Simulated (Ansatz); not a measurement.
System: rock-salt NaH. Method: HSE06-D3(BJ) (PAW; Ansatz, a quantum-chemistry and plane-wave program).

Numerical settings: plane-wave cutoff 460 eV, 10×10×10 k mesh, Fermi–Dirac smearing 0.01 eV, scalar-relativistic PAW data made under PBE.

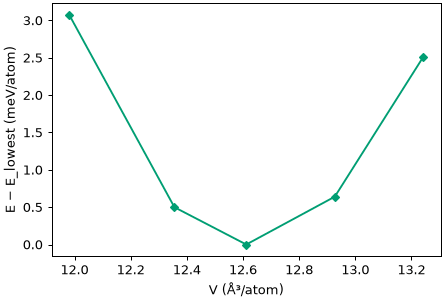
Figure: Total energy against volume

Task: From the curve, estimate the equilibrium volume and the bulk modulus.

Result: V0 ≈ 12.6 Å³/atom and B0 ≈ 28 GPa; the fit gives V0 = 12.618 Å³/atom, B0 = 28.2 GPa, B′ = 3.8.

Measured, for comparison: bulk modulus 19.4 ± 2 GPa (room temperature, not corrected to a static lattice; as tabulated in High-pressure studies of NaH to 54 GPa); equilibrium volume per atom 14.46 Å³/atom (room temperature, not corrected to a static lattice; as tabulated in Thermodynamic Modeling of Hydrogen Storage Capacity in Mg-Na Alloys). Computed (rounded) less measured: bulk modulus +45 % (against room or unstated temperature, where such soft solids are markedly softer), equilibrium volume per atom -12.7 %.

It cost about 9 core-minutes (a rough figure) of CPU time.
